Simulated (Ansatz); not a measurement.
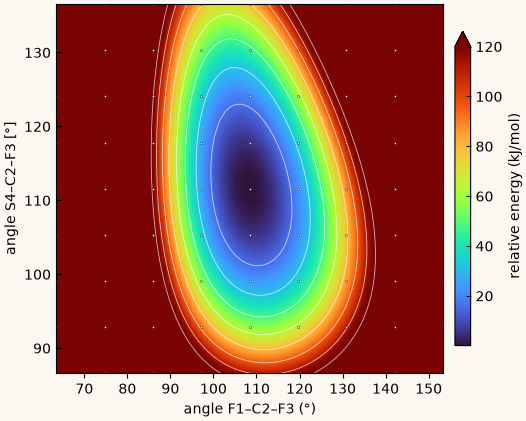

CH₂F₂S, SMILES FC(F)S. First axis: angle F1–C2–F3. Second axis: angle S4–C2–F3. Nothing is relaxed (all other coordinates rigid). Grid: 9 × 9 points. Energies: kJ/mol, counted from the lowest grid point. These are results of RKS wB97X-V/def2-SVP in Ansatz 0.2.0, not measurements.

The picture shows a smooth colour map with a few white contour lines, dots at the grid points, one colour for all values above the top of the scale. Between grid points the surface is interpolated.

Where is the minimum, and how stiff is the well along each coordinate?

The interpolated minimum is at angle F1–C2–F3 ≈ 108.4°, angle S4–C2–F3 ≈ 111.6°. The curvatures there are about 13 eV/rad² and 9.5 eV/rad², with a cross term of about 2.5 eV/rad². Round the minimum the valley is somewhat tilted: raising angle F1–C2–F3 shifts the best value of angle S4–C2–F3 downwards (coupling k₁₂/√(k₁₁k₂₂) about 0.2). (1 eV is 96.5 kJ/mol.)
